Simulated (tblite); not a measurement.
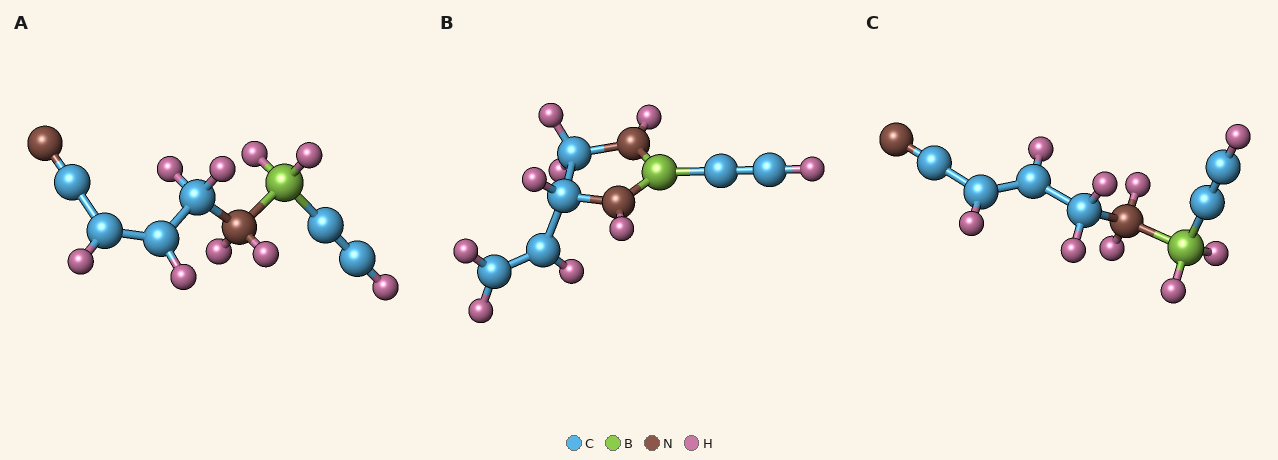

Figure made from data computed with tblite.

Which panel belongs to which SMILES?
(1) C#C[BH2-][NH2+]C/C=C\C#N
(2) C#CB1NC[C@@H](C=C)N1
(3) C#C[BH2-][NH2+]C/C=C/C#N

Answer. A is (1), B is (2), C is (3).
